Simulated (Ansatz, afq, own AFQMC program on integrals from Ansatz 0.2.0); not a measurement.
**The fluorine atom (doublet): AFQMC on the coupled-cluster ladder, aug-cc-pVDZ**

Aim: compute the fluorine atom (doublet) with auxiliary-field quantum Monte Carlo on the same integrals as coupled cluster, and set the energies side by side.

The runs use Ansatz 0.2.0, Gaussian basis, and an in-house AFQMC program (afq) on its integrals; all values are calculated; aug-cc-pVDZ, frozen cores.

Plan: Full CI; PBE (unrestricted); r2SCAN (unrestricted); PBE0 (unrestricted); B3LYP (unrestricted); wB97M-V (unrestricted); B2PLYP (unrestricted); CCSD(T) on UHF; Full CI; CCSDT(Q) on UHF; Phaseless AFQMC, CISD trial on UHF; Phaseless AFQMC, single-determinant trial on UHF; Free-projection AFQMC, CISD trial on UHF; Free-projection AFQMC, single-determinant trial on UHF; Phaseless AFQMC, CISD trial on UHF.

5 further runs of the same task are left out: 5 that didn't finish.

### 1 The atom

A free atom, in its lowest state of this spin that the program finds.

1 atom, charge 0, spin multiplicity 2.

### 2 Full CI

Input file in.yaml:

```yaml
crystal:
  periodic: [false, false, false]
  atoms:
    - {symbol: F, position_ang: [0.000000, 0.000000, 0.000000]}
basis:
  gaussian: {orbitals: aug-cc-pVDZ}
magnetization: {spin_polarized: false, initial_magnetization: 1}
correlation: {method: fci, electrons: outside_noble_gas}
```

Launch:

```
ansatz run in.yaml --threads 1 --pin off --events-out ev --progress --plain --max-ram 1382MiB
```

What it wrote:

```text
Functional definition: HF
  name "HF"
  cite "Fock, Z. Phys. 61, 126 (1930) doi:10.1007/BF01340294"
  parent pbe
  exchange = exact_x
  correlation = 0
183 factors; integrals over basis functions are off by at most 3.7e-8 eV
mean field evaluation 1: about -2704.0665 eV, gradient 6.0e0 eV
mean field evaluation 2: about -2704.0665 eV, gradient 6.0e0 eV
mean field evaluation 4: about -2704.1873 eV, gradient 5.0e-1 eV
mean field evaluation 8: about -2704.1878 eV, gradient 8.9e-5 eV
mean field evaluation 16: about -2704.1878 eV, gradient 1.1e-6 eV
mean field -2704.18780420 eV, -99.3770688400 hartree, gradient 2.5e-6 eV, S^2 0.750000; 3 other end points of the search recorded, 0 dependent functions left out
mean field evaluation 32: about -2704.2776 eV, gradient 2.4e0 eV
1 core orbitals not correlated: weight in the atoms' cores, before any rotation towards them, 1.000 or more for the frozen orbitals, at most 0.000 for the correlated occupied ones
reference -2704.18780420 eV, -99.3770688400 hartree; 4, 3 occupied and 18, 19 virtual orbitals, 183 factors
state -2708.90210586 eV, -99.5503162306 hartree
Total energy: -2708.90210586 eV, -99.5503162306 hartree
```

Run time: 31 s. Hardware: 1 thread of Intel Xeon Platinum 8259CL at 2.50GHz (Skylake/Cascade Lake), shared host; peak memory 0.32 GiB.

From the report: 1,408,157 determinants, symmetry B2u.

### 3 PBE (unrestricted)

Input file in.yaml:

```yaml
crystal:
  periodic: [false, false, false]
  atoms:
    - {symbol: F, position_ang: [0.000000, 0.000000, 0.000000]}
basis:
  gaussian: {orbitals: aug-cc-pVDZ}
magnetization: {spin_polarized: true, initial_magnetization: 1}
hamiltonian: {xc: {name: PBE}}
output: {orbitals: {seedname: orbitals}}
```

The command is unchanged.

What it wrote:

```text
Functional definition: PBE
  name "PBE"
  cite "Perdew, Burke & Ernzerhof, Phys. Rev. Lett. 77, 3865 (1996) doi:10.1103/PhysRevLett.77.3865"
  parent pbe
  parameter kappa = 0.804
  parameter beta = 0.06672455060314922
  exchange = pbe_x(kappa = kappa, mu = beta*pi^2/3)
  correlation = pbe_c(beta = beta)
154 factors; their error is unknown
mean field evaluation 1: about -2711.2314 eV, gradient 5.7e0 eV
mean field evaluation 2: about -2711.2505 eV, gradient 5.0e0 eV
mean field evaluation 4: about -2711.3287 eV, gradient 8.8e-3 eV
mean field evaluation 8: about -2711.3222 eV, gradient 7.5e-5 eV
mean field evaluation 16: about -2711.3234 eV, gradient 5.5e-4 eV
mean field -2711.32220559 eV, -99.6392532554 hartree, gradient 5.8e-5 eV, S^2 0.751260; 2 other end points of the search recorded, 0 dependent functions left out
reference -2711.32223345 eV, -99.6392542790 hartree; 5, 4 occupied and 18, 19 virtual orbitals, 154 factors
Total energy: -2711.32223345 eV, -99.6392542790 hartree
```

It took 0.33 s on 1 thread of Intel Xeon Platinum 8259CL at 2.50GHz (Skylake/Cascade Lake), shared host.

From the report: ⟨S²⟩ of the determinant 0.751 (pure doublet: 0.75).

### 4 r2SCAN (unrestricted)

in.yaml, as its differences from that of step 3:

```diff
@@ -7,3 +7,2 @@
 magnetization: {spin_polarized: true, initial_magnetization: 1}
-hamiltonian: {xc: {name: PBE}}
-output: {orbitals: {seedname: orbitals}}
+hamiltonian: {xc: {name: r2SCAN}}
```

Same command.

What it wrote:

```text
Functional definition: r2SCAN
  name "r2SCAN"
  cite "Furness, Kaplan, Ning, Perdew & Sun, J. Phys. Chem. Lett. 11, 8208 (2020) doi:10.1021/acs.jpclett.0c02405"
  cite "Furness, Kaplan, Ning, Perdew & Sun, J. Phys. Chem. Lett. 11, 9248 (2020) doi:10.1021/acs.jpclett.0c03077"
  parent r2scan
  parameter k0 = 0.174
  parameter k1 = 0.065
  parameter a1 = 4.9479
  exchange = r2scan_x(k0 = k0, k1 = k1, a1 = a1)
  correlation = r2scan_c
154 factors; their error is unknown
mean field evaluation 1: about -2712.7740 eV, gradient 6.2e0 eV
mean field evaluation 2: about -2712.8376 eV, gradient 3.9e0 eV
mean field evaluation 4: about -2712.8838 eV, gradient 1.2e-2 eV
mean field evaluation 8: about -2712.8784 eV, gradient 4.0e-4 eV
mean field -2712.87836072 eV, -99.6964409015 hartree, gradient 3.2e-5 eV, S^2 0.752231; 0 other end points of the search recorded, 0 dependent functions left out
reference -2712.87837183 eV, -99.6964413098 hartree; 5, 4 occupied and 18, 19 virtual orbitals, 154 factors
Total energy: -2712.87837183 eV, -99.6964413098 hartree
```

Run time: 0.51 s. Hardware: 1 thread of Intel Xeon Platinum 8259CL at 2.50GHz (Skylake/Cascade Lake), shared host.

From the report: ⟨S²⟩ of the determinant 0.752 (pure doublet: 0.75).

### 5 PBE0 (unrestricted)

in.yaml, as its differences from that of step 4:

```diff
@@ -7,2 +7,3 @@
 magnetization: {spin_polarized: true, initial_magnetization: 1}
-hamiltonian: {xc: {name: r2SCAN}}
+hamiltonian: {xc: {name: PBE0}}
+output: {orbitals: {seedname: orbitals}}
```

Launched as before.

What it wrote:

```text
Functional definition: PBE0
  name "PBE0"
  cite "Adamo & Barone, J. Chem. Phys. 110, 6158 (1999) doi:10.1063/1.478522"
  cite "Perdew, Burke & Ernzerhof, Phys. Rev. Lett. 77, 3865 (1996) doi:10.1103/PhysRevLett.77.3865"
  parent pbe
  parameter a = 0.25
  parameter kappa = 0.804
  parameter beta = 0.06672455060314922
  exchange = (1 - a)*pbe_x(kappa = kappa, mu = beta*pi^2/3) + a*exact_x
  correlation = pbe_c(beta = beta)
154 factors; their error is unknown
mean field evaluation 1: about -2711.4190 eV, gradient 4.9e0 eV
mean field evaluation 2: about -2711.4788 eV, gradient 1.8e0 eV
mean field evaluation 4: about -2711.4890 eV, gradient 3.0e-2 eV
mean field evaluation 8: about -2711.5166 eV, gradient 1.0e-3 eV
mean field -2711.51662826 eV, -99.6463981567 hartree, gradient 2.3e-6 eV, S^2 0.751621; 0 other end points of the search recorded, 0 dependent functions left out
reference -2711.51665025 eV, -99.6463989648 hartree; 5, 4 occupied and 18, 19 virtual orbitals, 154 factors
Total energy: -2711.51665025 eV, -99.6463989648 hartree
```

Wall time 0.21 s (1 thread of Intel Xeon Platinum 8259CL at 2.50GHz (Skylake/Cascade Lake), shared host).

From the report: ⟨S²⟩ of the determinant 0.752 (pure doublet: 0.75).

### 6 B3LYP (unrestricted)

in.yaml, as its differences from that of step 5:

```diff
@@ -7,3 +7,2 @@
 magnetization: {spin_polarized: true, initial_magnetization: 1}
-hamiltonian: {xc: {name: PBE0}}
-output: {orbitals: {seedname: orbitals}}
+hamiltonian: {xc: {name: B3LYP}}
```

Launched as before.

What it wrote:

```text
Functional definition: B3LYP
  name "B3LYP"
  cite "Stephens, Devlin, Chabalowski & Frisch, J. Phys. Chem. 98, 11623 (1994) doi:10.1021/j100096a001"
  cite "Becke, Phys. Rev. A 38, 3098 (1988) doi:10.1103/PhysRevA.38.3098"
  cite "Lee, Yang & Parr, Phys. Rev. B 37, 785 (1988) doi:10.1103/PhysRevB.37.785"
  cite "Vosko, Wilk & Nusair, Can. J. Phys. 58, 1200 (1980) doi:10.1139/p80-159"
  parameter a0 = 0.2
  parameter ax = 0.72
  parameter ac = 0.81
  exchange = (1 - a0 - ax)*slater_x + ax*b88_x + a0*exact_x
  correlation = (1 - ac)*vwn_rpa_c + ac*lyp_c
154 factors; their error is unknown
mean field evaluation 1: about -2713.9597 eV, gradient 4.9e0 eV
mean field evaluation 2: about -2714.0076 eV, gradient 2.6e0 eV
mean field evaluation 4: about -2714.0288 eV, gradient 2.4e-2 eV
mean field evaluation 8: about -2714.0497 eV, gradient 6.5e-4 eV
mean field -2714.04970826 eV, -99.7394871295 hartree, gradient 4.1e-5 eV, S^2 0.751512; 0 other end points of the search recorded, 0 dependent functions left out
reference -2714.04986583 eV, -99.7394929201 hartree; 5, 4 occupied and 18, 19 virtual orbitals, 154 factors
Total energy: -2714.04986583 eV, -99.7394929201 hartree
```

Wall time 0.21 s (1 thread of Intel Xeon Platinum 8259CL at 2.50GHz (Skylake/Cascade Lake), shared host).

From the report: ⟨S²⟩ of the determinant 0.752 (pure doublet: 0.75).

### 7 wB97M-V (unrestricted)

in.yaml, as its differences from that of step 6:

```diff
@@ -7,2 +7,3 @@
 magnetization: {spin_polarized: true, initial_magnetization: 1}
-hamiltonian: {xc: {name: B3LYP}}
+hamiltonian: {xc: {name: wB97M-V}}
+output: {orbitals: {seedname: orbitals}}
```

The command is unchanged.

What it wrote, shortened:

```text
Functional definition: wB97M-V
  name "wB97M-V"
  cite "Mardirossian & Head-Gordon, J. Chem. Phys. 144, 214110 (2016) doi:10.1063/1.4952647"
  cite "Becke, J. Chem. Phys. 107, 8554 (1997) doi:10.1063/1.475007"
  cite "Vydrov & Van Voorhis, J. Chem. Phys. 133, 244103 (2010) doi:10.1063/1.3521275"
  # Of w^i u^j: cxij and so on, Table III.
[...]
  gx(w, u) = 1 - cx + cx01*u + cx10*w
  gss(w, u) = css00 + css04*u^4 + css10*w + css20*w^2 + css43*w^4*u^3
  gos(w, u) = cos00 + cos10*w + (cos20 + cos21*u)*w^2 + (cos60 + cos61*u)*w^6
[...]
      + integral(e_c_pw_mod_opposite_spin*gos(b97_w_opposite, b97_u_opposite)) + vv10(b, c)
154 factors; their error is unknown
31 factors; integrals over basis functions are off by at most 1.3e-4 eV
[...]
mean field -2713.39681790 eV, -99.7154938516 hartree, gradient 1.0e-5 eV, S^2 0.751746; 0 other end points of the search recorded, 0 dependent functions left out
reference -2713.39685068 eV, -99.7154950560 hartree; 5, 4 occupied and 18, 19 virtual orbitals, 154 factors
Total energy: -2713.39685068 eV, -99.7154950560 hartree
```

Wall time 0.54 s (1 thread of Intel Xeon Platinum 8259CL at 2.50GHz (Skylake/Cascade Lake), shared host).

From the report: ⟨S²⟩ of the determinant 0.752 (pure doublet: 0.75).

### 8 B2PLYP (unrestricted)

in.yaml, as its differences from that of step 7:

```diff
@@ -7,3 +7,3 @@
 magnetization: {spin_polarized: true, initial_magnetization: 1}
-hamiltonian: {xc: {name: wB97M-V}}
-output: {orbitals: {seedname: orbitals}}
+hamiltonian: {xc: {name: B2PLYP}}
+correlation: {electrons: outside_noble_gas}
```

Same command.

What it wrote, shortened:

```text
Functional definition: B2PLYP
  name "B2PLYP"
  cite "Grimme, J. Chem. Phys. 124, 034108 (2006) doi:10.1063/1.2148954"
  cite "Becke, Phys. Rev. A 38, 3098 (1988) doi:10.1103/PhysRevA.38.3098"
  cite "Lee, Yang & Parr, Phys. Rev. B 37, 785 (1988) doi:10.1103/PhysRevB.37.785"
[...]
122 factors; integrals over basis functions are off by at most 1.6e-4 eV
[...]
mean field -2710.98517323 eV, -99.6268675446 hartree, gradient 7.3e-6 eV, S^2 0.752217; 0 other end points of the search recorded, 0 dependent functions left out
1 core orbitals not correlated: weight in the atoms' cores, before any rotation towards them, 1.000 or more for the frozen orbitals, at most 0.000 for the correlated occupied ones
reference -2710.98527198 eV, -99.6268711733 hartree; 4, 3 occupied and 18, 19 virtual orbitals, 122 factors
second order -4.91481710 eV of doubles, -0.00000000 eV of singles
Total energy: -2712.31227259 eV, -99.6756375465 hartree
```

Run time: 0.24 s. Hardware: 1 thread of Intel Xeon Platinum 8259CL at 2.50GHz (Skylake/Cascade Lake), shared host.

From the report: ⟨S²⟩ of the determinant 0.752 (pure doublet: 0.75).

### 9 CCSD(T) on UHF

Input file in.yaml:

```yaml
crystal:
  periodic: [false, false, false]
  atoms:
    - {symbol: F, position_ang: [0.000000, 0.000000, 0.000000]}
basis:
  gaussian: {orbitals: aug-cc-pVDZ}
magnetization: {spin_polarized: true, initial_magnetization: 1}
correlation: {method: ccsd_t, electrons: outside_noble_gas, hamiltonian_folder: ham}
```

The command is unchanged.

What it wrote, shortened:

```text
Functional definition: HF
  name "HF"
  cite "Fock, Z. Phys. 61, 126 (1930) doi:10.1007/BF01340294"
  parent pbe
[...]
122 factors; integrals over basis functions are off by at most 1.6e-4 eV
[...]
mean field -2704.29727377 eV, -99.3810917727 hartree, gradient 7.6e-7 eV, S^2 0.753642; 4 other end points of the search recorded, 0 dependent functions left out
1 core orbitals not correlated: weight in the atoms' cores, before any rotation towards them, 1.000 or more for the frozen orbitals, at most 0.000 for the correlated occupied ones
reference -2704.29727377 eV, -99.3810917727 hartree; 4, 3 occupied and 18, 19 virtual orbitals, 122 factors
second order -4.20703957 eV of doubles, -0.00000000 eV of singles
cycle   1  -4.44250234 eV  change   -2.4e-1 eV  update   3.5e-2
[...]
cycle   9  -4.53492974 eV  change    2.1e-6 eV  update   3.1e-6
perturbative correction -0.06314499 eV, -0.0023205354 hartree
Total energy: -2708.89534850 eV, -99.5500679022 hartree
```

Run time: 0.39 s. Hardware: 1 thread of Intel Xeon Platinum 8259CL at 2.50GHz (Skylake/Cascade Lake), shared host.

From the report: ⟨S²⟩ of the determinant 0.754 (pure doublet: 0.75); correlation -4.5981 eV; T1 0.010; largest double amplitude 0.04.

This run also writes the integrals to the folder ham.

### 10 Full CI

Input file in.yaml:

```yaml
hamiltonian:
  integrals:
    folder: ../ham
correlation: {method: fci}
```

Launched as before.

What it wrote:

```text
Functional definition: HF
  name "HF"
  cite "Fock, Z. Phys. 61, 126 (1930) doi:10.1007/BF01340294"
  parent pbe
  exchange = exact_x
  correlation = 0
reference -2704.29727377 eV, -99.3810917727 hartree; 4, 3 occupied and 18, 19 virtual orbitals, 122 factors
state -2708.90307374 eV, -99.5503517994 hartree
Total energy: -2708.90307374 eV, -99.5503517994 hartree
```

Wall time 64 s (1 thread of Intel Xeon Platinum 8259CL at 2.50GHz (Skylake/Cascade Lake), shared host); peak memory 0.31 GiB.

From the report: 1,408,157 determinants.

### 11 CCSDT(Q) on UHF

Input file in.yaml:

```yaml
crystal:
  periodic: [false, false, false]
  atoms:
    - {symbol: F, position_ang: [0.000000, 0.000000, 0.000000]}
basis:
  gaussian: {orbitals: aug-cc-pVDZ}
magnetization: {spin_polarized: true, initial_magnetization: 1}
correlation: {method: ccsdt_q, electrons: outside_noble_gas}
```

The command is unchanged.

What it wrote, shortened:

```text
Functional definition: HF
  name "HF"
  cite "Fock, Z. Phys. 61, 126 (1930) doi:10.1007/BF01340294"
  parent pbe
[...]
183 factors; integrals over basis functions are off by at most 3.7e-8 eV
[...]
mean field -2704.29727431 eV, -99.3810917925 hartree, gradient 7.6e-7 eV, S^2 0.753642; 4 other end points of the search recorded, 0 dependent functions left out
1 core orbitals not correlated: weight in the atoms' cores, before any rotation towards them, 1.000 or more for the frozen orbitals, at most 0.000 for the correlated occupied ones
reference -2704.29727431 eV, -99.3810917925 hartree; 4, 3 occupied and 18, 19 virtual orbitals, 183 factors
second order -4.20707817 eV of doubles, -0.00000000 eV of singles
cycle   1  -4.44254268 eV  change   -2.4e-1 eV  update   3.9e-2
[...]
cycle  13  -4.60405147 eV  change   -3.3e-8 eV  update   3.3e-7
perturbative correction -0.00177763 eV, -0.0000653266 hartree
Total energy: -2708.90310341 eV, -99.5503528900 hartree
```

Wall time 3.2 s (1 thread of Intel Xeon Platinum 8259CL at 2.50GHz (Skylake/Cascade Lake), shared host).

From the report: ⟨S²⟩ of the determinant 0.754 (pure doublet: 0.75); correlation -4.6058 eV; T1 0.009; largest double amplitude 0.04.

### 12 Phaseless AFQMC, CISD trial on UHF

It reads the integrals that the CCSD(T) run on this determinant wrote.

Launch:

```
afq ham --method phaseless --trial cisd --walkers 120 --populations 1 --least-time 40 --time-step 0.005 --steps-per-block 50 --equilibration-blocks 28 --max-blocks 300 --target-error 0.00032 --factor-cut 1e-05 --start spin_pure --seed 4931 --release-times 0.24,0.51,0.99,1.62,2.4 --release-step 0.03 --release-every 4 --taylor-order 6
```

What it wrote:

```text
orbitals 22  electrons 4 3  factors 120 of 122
reference energy -99.38109177 Eh
CCSD correlation -0.16665558 Eh in 9 cycles, weight of the determinant in the CISD state 0.9643
energy of the start -99.547715 Eh
 block  time / (1/Eh)  mean weight  energy / Eh
     1     0.250  0.9984  -99.548062
     2     0.500  1.0003  -99.549624
     3     0.750  1.0011  -99.548627
     4     1.000  0.9999  -99.549888
     5     1.250  0.9994  -99.552017
     6     1.500  1.0001  -99.552231
     7     1.750  0.9999  -99.553945
     8     2.000  1.0007  -99.550283
     9     2.250  0.9998  -99.548934
    10     2.500  1.0004  -99.549542
    13     3.250  1.0006  -99.550164
    17     4.250  0.9997  -99.550396
    21     5.250  0.9985  -99.553164
    25     6.250  0.9994  -99.550059
    29     7.250  1.0018  -99.551005
    33     8.250  1.0007  -99.548720
    37     9.250  0.9980  -99.549627
    41    10.250  0.9987  -99.549535
    45    11.250  1.0007  -99.549898
    49    12.250  1.0019  -99.549616
    53    13.250  0.9996  -99.548862
    57    14.250  1.0008  -99.549251
    61    15.250  1.0008  -99.549568
    65    16.250  0.9984  -99.551565
    69    17.250  0.9982  -99.549078
    73    18.250  1.0008  -99.549057
    77    19.250  1.0005  -99.552080
    81    20.250  1.0020  -99.550431
    85    21.250  0.9972  -99.555189
    89    22.250  1.0006  -99.549988
    93    23.250  1.0001  -99.551844
    97    24.250  0.9992  -99.551187
   101    25.250  1.0023  -99.549601
   105    26.250  0.9984  -99.552950
   109    27.250  0.9997  -99.549618
   113    28.250  1.0009  -99.550183
   117    29.250  0.9999  -99.551305
   121    30.250  1.0030  -99.552344
   125    31.250  1.0007  -99.548372
   129    32.250  1.0010  -99.548382
   133    33.250  0.9998  -99.551826
   137    34.250  0.9987  -99.550560
   141    35.250  1.0006  -99.548401
   145    36.250  1.0017  -99.551000
   149    37.250  0.9985  -99.549335
   153    38.250  1.0007  -99.551407
   157    39.250  1.0012  -99.549135
   161    40.250  1.0010  -99.549744
   165    41.250  0.9998  -99.549538
   169    42.250  0.9991  -99.550842
   173    43.250  1.0005  -99.549334
   177    44.250  1.0014  -99.548634
   181    45.250  0.9994  -99.549588
   185    46.250  1.0022  -99.548816
blocks merged  error / Eh  count
     1  0.000096  160
     2  0.000113  80
     4  0.000124  40
     8  0.000139  20
    16  0.000169  10
released: time / (1/Eh)  energy / Eh  error  mean overlap
  0.24  -99.550251  0.000110  1.0004
  0.51  -99.550508  0.000127  0.9802
  0.99  -99.550465  0.000160  0.9738
  1.62  -99.550447  0.000172  0.9716
  2.40  -99.550386  0.000224  0.9830
energy -99.550230 +/- 0.000139 Eh
```

Run time: 2.6 min. Hardware: 1 thread of Intel Xeon Platinum 8259CL at 2.50GHz (Skylake/Cascade Lake), shared host.

Energy -2708.8998 ± 0.0038 eV. Caveats: constraint bias not in the error. The error still grows with block length (0.0034 to 0.0046 eV), so the bar may be too small.

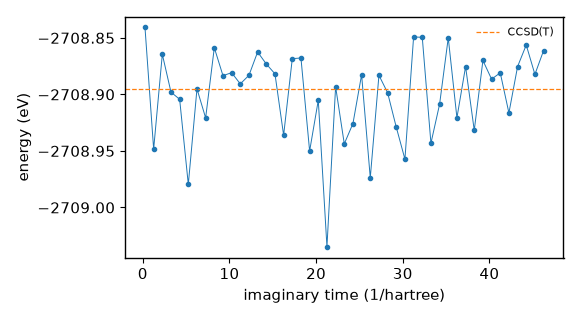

Block energies along the walk.

### 13 Phaseless AFQMC, single-determinant trial on UHF

It reads the integrals that the CCSD(T) run on this determinant wrote.

Launch:

```
afq ham --method phaseless --trial hf --walkers 240 --populations 1 --least-time 40 --time-step 0.005 --steps-per-block 20 --equilibration-blocks 112 --max-blocks 600 --target-error 0.0009600000000000001 --factor-cut 1e-05 --start spin_pure --seed 3616 --taylor-order 6
```

What it wrote:

```text
orbitals 22  electrons 4 3  factors 120 of 122
reference energy -99.38109177 Eh
CCSD correlation -0.16665558 Eh in 9 cycles, weight of the determinant in the CISD state 0.9643
energy of the start -99.381182 Eh
 block  time / (1/Eh)  mean weight  energy / Eh
     1     0.100  1.0006  -99.451686
     2     0.200  1.0022  -99.494886
     3     0.300  1.0005  -99.509844
     4     0.400  1.0017  -99.523831
     5     0.500  1.0000  -99.529584
     6     0.600  1.0005  -99.553063
     7     0.700  1.0017  -99.554112
     8     0.800  1.0031  -99.538542
     9     0.900  1.0020  -99.544373
    10     1.000  0.9994  -99.540787
    14     1.400  1.0010  -99.566539
    27     2.700  1.0011  -99.555393
    40     4.000  1.0003  -99.560473
    53     5.300  0.9975  -99.526448
    66     6.600  1.0010  -99.548648
    79     7.900  0.9992  -99.557149
    92     9.200  1.0009  -99.538629
   105    10.500  0.9995  -99.549850
   118    11.800  1.0008  -99.533506
   131    13.100  1.0007  -99.559745
   144    14.400  1.0009  -99.565858
   157    15.700  0.9989  -99.537494
   170    17.000  1.0007  -99.543909
   183    18.300  0.9995  -99.557005
   196    19.600  0.9973  -99.550405
   209    20.900  1.0006  -99.539496
   222    22.200  1.0000  -99.545676
   235    23.500  1.0008  -99.569987
   248    24.800  1.0002  -99.523962
   261    26.100  1.0015  -99.570535
   274    27.400  0.9996  -99.543601
   287    28.700  1.0015  -99.556941
   300    30.000  0.9994  -99.551502
   313    31.300  1.0008  -99.547200
   326    32.600  1.0001  -99.553932
   339    33.900  1.0014  -99.548709
   352    35.200  1.0002  -99.568698
   365    36.500  0.9981  -99.557403
   378    37.800  0.9971  -99.543363
   391    39.100  0.9994  -99.556003
   404    40.400  0.9992  -99.549152
   417    41.700  1.0008  -99.563249
   430    43.000  1.0007  -99.538674
   443    44.300  0.9996  -99.542026
   456    45.600  1.0002  -99.574411
   469    46.900  1.0003  -99.537741
   482    48.200  0.9991  -99.535789
   495    49.500  0.9996  -99.536751
   508    50.800  1.0006  -99.542646
   521    52.100  1.0008  -99.554598
   534    53.400  1.0009  -99.550300
   547    54.700  1.0001  -99.533442
blocks merged  error / Eh  count
     1  0.000545  440
     2  0.000678  220
     4  0.000837  110
     8  0.000941  55
    16  0.000812  27
    32  0.000657  13
energy -99.547805 +/- 0.000941 Eh
```

Run time: 2.5 min. Hardware: 1 thread of Intel Xeon Platinum 8259CL at 2.50GHz (Skylake/Cascade Lake), shared host.

Energy -2708.8338 ± 0.0256 eV. Caveats: constraint bias not in the error.

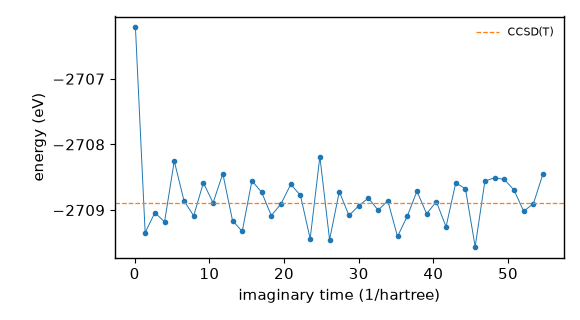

Block energies along the walk.

(Part 1 of 2 ends here.)
